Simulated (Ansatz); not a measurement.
**BHLYP/def2-SVPD run of CH5NSi (SMILES C[Si]N)**

What is the electronic atomisation energy of CH5NSi at BHLYP/def2-SVPD? 

The calculation is run with Ansatz 0.2.0.

60 further runs of the same task are left out: 60 set aside as unsound or not needed.

### 1 The system as given

CH5NSi: 8 atoms, total charge 0, spin state singlet. SMILES: `C[Si]N`. The coordinates come from a PBE0-D4/def2-TZVP relaxation. This is one conformer, not always the lowest.

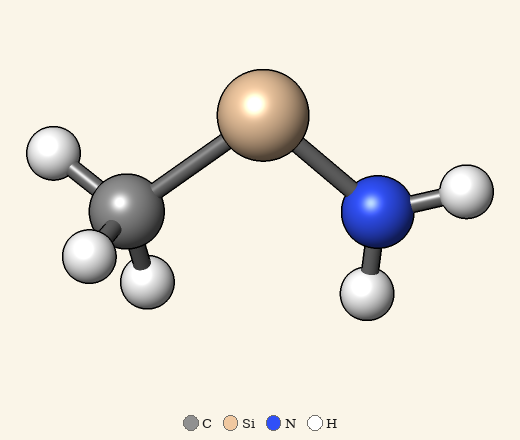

Viewed from a chosen angle; carbon grey, silicon light orange, nitrogen blue, hydrogen white.

### 2 The energy at BHLYP/def2-SVPD

The input, input.yaml:

```yaml
crystal:
  periodic: [false, false, false]
  atoms:
    - {symbol: C, position_ang: [-0.660000, 0.824700, -0.552100]}
    - {symbol: Si, position_ang: [0.963800, 0.653800, 0.427700]}
    - {symbol: N, position_ang: [0.932200, -1.034400, 0.690700]}
    - {symbol: H, position_ang: [-1.026400, -0.101800, -1.004300]}
    - {symbol: H, position_ang: [-0.562500, 1.583400, -1.334100]}
    - {symbol: H, position_ang: [-1.431400, 1.195000, 0.135900]}
    - {symbol: H, position_ang: [1.651200, -1.501900, 1.220100]}
    - {symbol: H, position_ang: [0.225200, -1.675700, 0.360300]}
basis:
  gaussian:
    orbitals: def2-SVPD
hamiltonian:
  xc: {name: BHLYP}
accuracy: high
output: {orbitals: {seedname: orbitals}}
```

Started as:

```sh
ansatz run input.yaml --threads 1 --pin off --max-ram 3480MiB --events-out events.jsonl --progress --plain --runs-dir runs
```

Standard output:

```text
Warning: RAYON_NUM_THREADS=1 ignored (pool sized by the plan → 1); use --threads N
Functional definition: BHLYP
  name "BHLYP"
  parameter a = 0.5
  exchange = (1 - a)*b88_x + a*exact_x
  correlation = lyp_c
2100 factors; integrals over basis functions are off by at most 3.5e-9 eV
mean field evaluation 1: about -10473.8172 eV, gradient 5.4e1 eV
mean field evaluation 2: about -10472.3978 eV, gradient 5.8e1 eV
mean field evaluation 4: about -10480.1822 eV, gradient 2.4e0 eV
mean field evaluation 8: about -10480.1963 eV, gradient 6.1e-2 eV
mean field evaluation 16: about -10480.1963 eV, gradient 7.5e-6 eV
mean field -10480.19634344 eV, -385.1401118893 hartree, gradient 7.7e-8 eV, S^2 0.000000; 0 other end points of the search recorded, 0 dependent functions left out
reference -10480.19637018 eV, -385.1401128720 hartree; 16, 16 occupied and 88, 88 virtual orbitals, 2100 factors
Total energy: -10480.19637018 eV, -385.1401128720 hartree
```

It took 6.3 s on 1 thread of AMD EPYC 7R43 (Zen 3), shared host; peak memory 0.34 GiB.

### 3 The C atom, same level

The input, molecule.yaml:

```yaml
crystal:
  periodic: [false, false, false]
  atoms:
    - {symbol: C, position_ang: [0.000000, 0.000000, 0.000000]}
basis:
  gaussian:
    orbitals: def2-SVPD
magnetization:
  spin_polarized: true
  initial_magnetization: 2
hamiltonian:
  xc: {name: BHLYP}
accuracy: high
```

Run the same way, it converges to -37.80276 Eh (log not shown).

### 4 The H atom

The input, in.yaml:

```yaml
basis:
  gaussian:
    orbitals: def2-SVPD
crystal:
  periodic: [false, false, false]
  atoms:
    - symbol: H
      position_ang: [0.000000, 0.000000, 0.000000]
magnetization:
  spin_polarized: true
  initial_magnetization: 1
hamiltonian:
  xc: {name: BHLYP}
accuracy: high
```

Run the same way, it converges to -0.49784 Eh (log not shown).

### 5 The N atom, same level

The input, job.yaml:

```yaml
crystal:
  periodic: [false, false, false]
  atoms:
    - {symbol: N, position_ang: [0.000000, 0.000000, 0.000000]}
basis:
  gaussian: {orbitals: def2-SVPD}
magnetization: {spin_polarized: true, initial_magnetization: 3}
hamiltonian: {xc: {name: BHLYP}}
accuracy: high
```

Run the same way, it converges to -54.52585 Eh (log not shown).

### 6 The Si atom, same level

The input, job.yaml:

```yaml
crystal:
  periodic: [false, false, false]
  atoms:
    - symbol: Si
      position_ang: [0.000000, 0.000000, 0.000000]
basis:
  gaussian:
    orbitals: def2-SVPD
magnetization:
  spin_polarized: true
  initial_magnetization: 2
hamiltonian:
  xc: {name: BHLYP}
accuracy: high
```

Run the same way, it converges to -289.28042 Eh (log not shown).

### 7 What came out

At BHLYP/def2-SVPD:

| quantity | value |
| --- | --- |
| molecule: total energy | -385.14011 Eh |
| molecule: HOMO energy | -7.01 eV |
| molecule: LUMO energy | -0.13 eV |
| molecule: HOMO–LUMO gap | 6.88 eV |
| C atom: total energy | -37.80276 Eh |
| C atom: ⟨S²⟩ | 2.005 |
| H atom: total energy | -0.49784 Eh |
| H atom: ⟨S²⟩ | 0.750 |
| N atom: total energy | -54.52585 Eh |
| N atom: ⟨S²⟩ | 3.755 |
| Si atom: total energy | -289.28042 Eh |
| Si atom: ⟨S²⟩ | 2.006 |
| electronic atomisation energy | 28.351 eV |

In words: Taking the molecule apart into free atoms costs 28.35 eV (654 kcal/mol), before zero-point energy and without spin-orbit coupling.
